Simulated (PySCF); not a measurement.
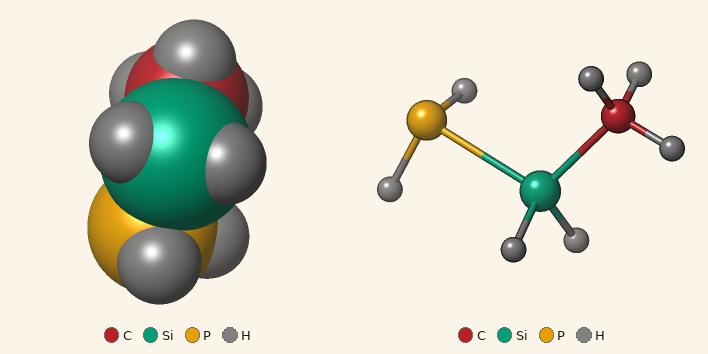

The same structure drawn twice, from different directions.

The computed structure is the end point of a PBE0-D3(BJ)/def2-SVP optimisation. No frequency run is at hand to confirm it as a minimum.

What does the picture show?

Formula CH₇PSi. Its SMILES string is `C[SiH2]P`. It has no ring. Among its groups: Si–H bond. The point group is C1. Coordination: 1 C tetrahedral; 1 Si tetrahedral; 1 P trigonal pyramidal.

The parts below concern this one geometry. Atoms keep their numbers from picture to picture.

Shape

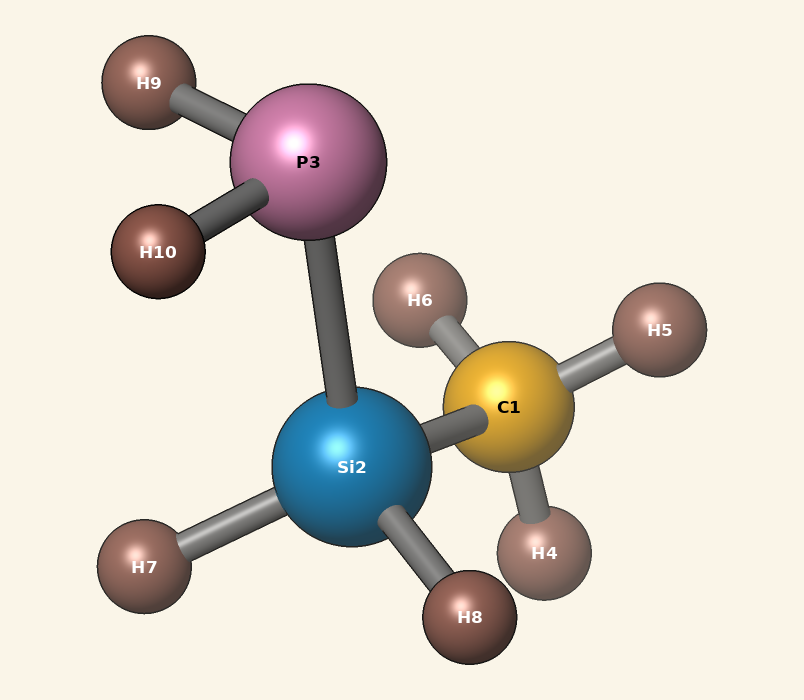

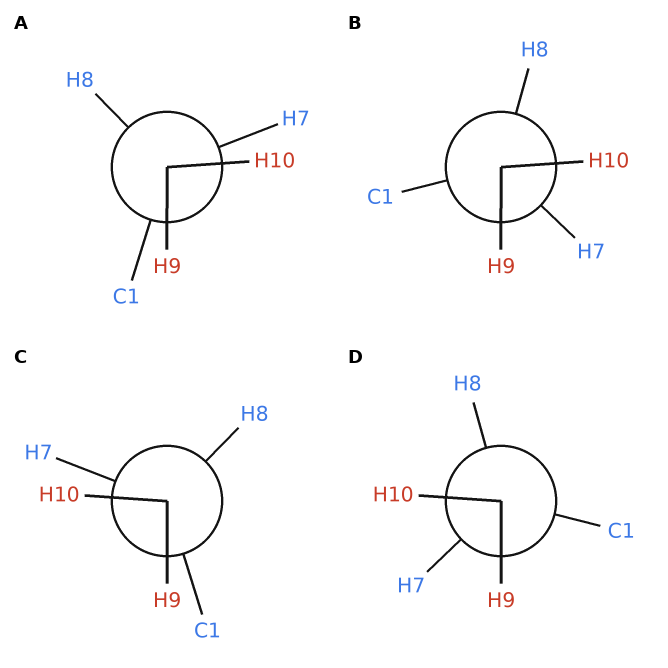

Distant atoms are faded towards the background colour. Bonds that would overlap in a projection are set slightly apart. No frequency run is at hand to confirm it as a minimum.

> Which Newman projection shows the view along P3–Si2, with P3 in front?

B. The torsion angle H9–P3–Si2–C1 is 76°, synclinal (gauche).

Electronic properties

No frequency run is at hand to confirm it as a minimum. Level of theory: B97-D/pcSseg-2, gas phase (PySCF 2.14.0).

Predict the main results.

- dipole moment: 0.97 D
- HOMO energy (Kohn–Sham orbital): −6.28 eV
- LUMO energy (Kohn–Sham orbital): −0.56 eV
- HOMO–LUMO gap: 5.72 eV

NMR shielding

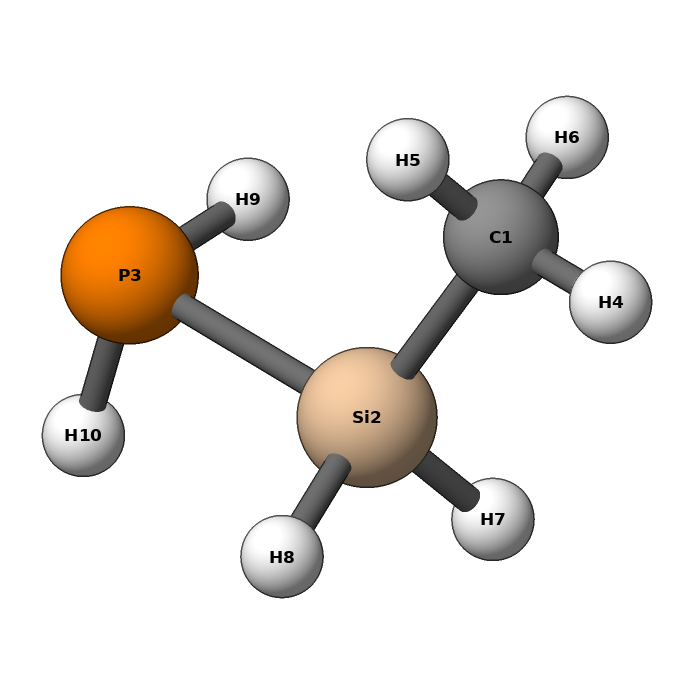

No frequency run is at hand to confirm it as a minimum. Level of theory: GIAO PBE0/def2-TZVP NMR shielding, non-relativistic, gas phase (PySCF 2.14.0). Principal shieldings σ11 ≤ σ22 ≤ σ33, span Ω = σ33 − σ11, skew κ = 3(σiso − σ22)/Ω.

Give the shielding tensors of the P atoms.

```tsv
atom	σ11	σ22	σ33	σiso	Ω	κ
P3	517.2	559.7	661.2	579.4	144.0	0.41
```

Shieldings and span in ppm.

Charges

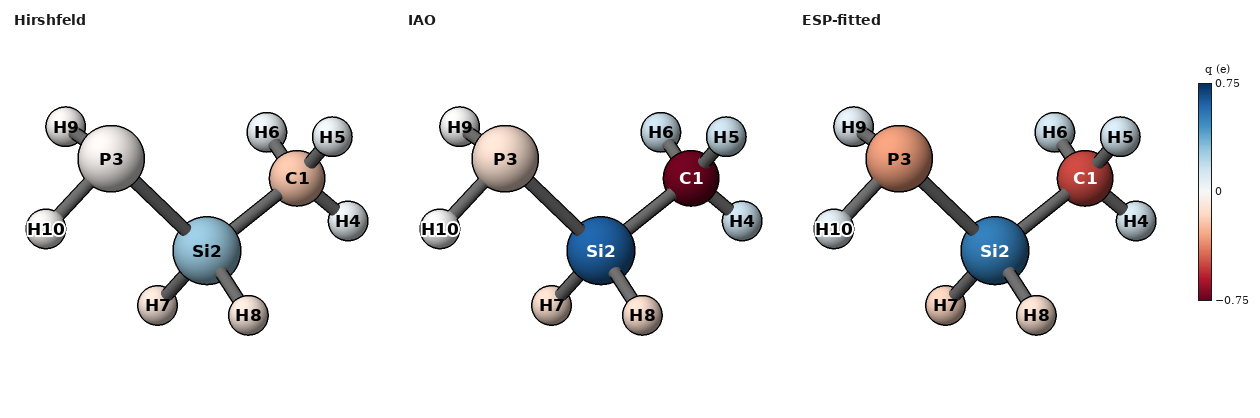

Atomic charges of one calculation by 3 schemes, on one colour scale. No frequency run is at hand to confirm it as a minimum. Computed with PBE0/6-311+G(2d,p) (PySCF 2.14.0).

> On which atom do the schemes disagree most?

On C1 (from −0.72 to −0.21 e).

List the charges (e), one line for each set of equivalent atoms.

```
atom  Hirshfeld    IAO  ESP-fitted
  C1      −0.21  −0.72       −0.50
 Si2       0.28   0.60        0.52
  P3      −0.02  −0.12       −0.31
  H4       0.05   0.16        0.12
  H5       0.05   0.16        0.13
  H6       0.05   0.16        0.14
  H7      −0.08  −0.12       −0.16
  H8      −0.08  −0.12       −0.11
  H9      −0.01  −0.01        0.08
 H10      −0.01   0.00        0.08
```
